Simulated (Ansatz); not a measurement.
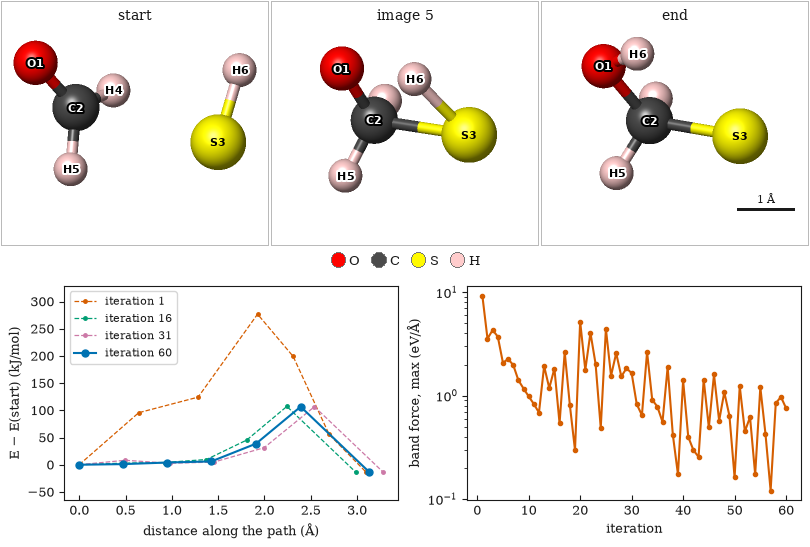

A nudged-elastic-band calculation for CH3OS (charge −1), made up at the start of CH$_{2}$O and HS. Images are numbered from 0 (start) to 6 (end). The plot follows the band through its iterations. A ball-and-stick model, seen from a free direction.

The calculation used RKS B3LYP-D4/def2-TZVP in Ansatz.

Input
```yaml
crystal:
  periodic: [false, false, false]
  atoms:
    - { symbol: O, position_ang: [0.657733, -0.241983, -1.661127] }
    - { symbol: C, position_ang: [0.132266, -0.651882, -0.636597] }
    - { symbol: S, position_ang: [-0.908286, 1.139732, 1.20389] }
    - { symbol: H, position_ang: [0.704866, -0.878016, 0.275634] }
    - { symbol: H, position_ang: [-0.918426, -0.983048, -0.605355] }
    - { symbol: H, position_ang: [0.331858, 1.615187, 1.423555] }
total_charge: -1
basis:
  gaussian: { orbitals: def2-TZVP }
hamiltonian:
  xc: b3lyp
  dispersion: d4
neb:
  order_check: false
  images: 5
  f_tol: 0.05
  max_iterations: 60
  final_atoms:
    - { symbol: O, position_ang: [0.78100958, 0.5472674, -0.70813702] }
    - { symbol: C, position_ang: [-0.11819014, -0.36797049, -0.01572438] }
    - { symbol: S, position_ang: [-0.97256371, 0.42382919, 1.36096046] }
    - { symbol: H, position_ang: [0.49161559, -1.21635958, 0.32392396] }
    - { symbol: H, position_ang: [-0.82736799, -0.74498625, -0.76533258] }
    - { symbol: H, position_ang: [0.64550768, 1.35820973, -0.19569044] }
  initial_path:
    images:
      - { positions_ang: [[0.657733, -0.241983, -1.661127], [0.132266, -0.651882, -0.636597], [-0.908286, 1.139732, 1.20389], [0.704866, -0.878016, 0.275634], [-0.918426, -0.983048, -0.605355], [0.331858, 1.615187, 1.423555]] }
      - { positions_ang: [[0.67735264, -0.06203251, -1.48613674], [0.11950883, -0.53627108, -0.50642524], [-0.82108241, 1.08820106, 1.23265584], [0.6859886, -0.90429733, 0.33998257], [-0.91487996, -0.90243091, -0.55873238], [0.25312329, 1.31682078, 0.97865595]] }
      - { positions_ang: [[0.69697228, 0.11791798, -1.31114648], [0.10675167, -0.42066017, -0.37625348], [-0.73387881, 1.03667013, 1.26142168], [0.66711119, -0.93057867, 0.40433114], [-0.91133392, -0.82181383, -0.51210976], [0.17438859, 1.01845456, 0.53375689]] }
      - { positions_ang: [[0.71659192, 0.29786846, -1.13615621], [0.0939945, -0.30504925, -0.24608171], [-0.64667522, 0.98513919, 1.29018752], [0.64823379, -0.95686, 0.46867971], [-0.90778787, -0.74119674, -0.46548715], [0.09565388, 0.72008834, 0.08885784]] }
      - { positions_ang: [[0.73806447, 0.38100144, -0.99348315], [0.02326629, -0.326023, -0.16929593], [-0.75530471, 0.79803586, 1.3137785], [0.59602772, -1.04335986, 0.4204278], [-0.88098125, -0.74245991, -0.56543562], [0.27893848, 0.93279547, -0.00599159]] }
      - { positions_ang: [[0.75953703, 0.46413442, -0.85081008], [-0.04746193, -0.34699675, -0.09251016], [-0.86393421, 0.61093252, 1.33736948], [0.54382165, -1.12985972, 0.37217588], [-0.85417462, -0.74372308, -0.6653841], [0.46222308, 1.1455026, -0.10084102]] }
      - { positions_ang: [[0.78100958, 0.5472674, -0.70813702], [-0.11819014, -0.36797049, -0.01572438], [-0.97256371, 0.42382919, 1.36096046], [0.49161559, -1.21635958, 0.32392396], [-0.82736799, -0.74498625, -0.76533258], [0.64550768, 1.35820973, -0.19569044]] }
```

Run as
```bash
ansatz run input.yaml --threads 2 --pin off --max-ram 3072MiB --backend cpu --events-out ev --progress --plain --runs-dir out
```

> How did the profile develop, and is the result final?

The result isn't final. The band hadn't converged when the run stopped after 60 iterations. The largest component of the band force went from 9.3 to 0.76 eV/Å. The barrier read from it is provisional, though the highest image hardly moved in the last two iterations. The first iteration put the highest image at 276.8 kJ/mol. Forward barrier 106.7 kJ/mol, backward barrier 119.9 kJ/mol, with image 5 at the top; the reaction energy is −13.2 kJ/mol.

Limits of the set-up: the start holds two separate molecules, 2.7 Å apart at their closest, whose relative position is a soft coordinate; the basis has no diffuse functions, which an anion needs.

The run took 5.9 min on 2 threads of AMD EPYC 7B13 (Zen 3), with other jobs on the host, peak memory 0.2 GiB.
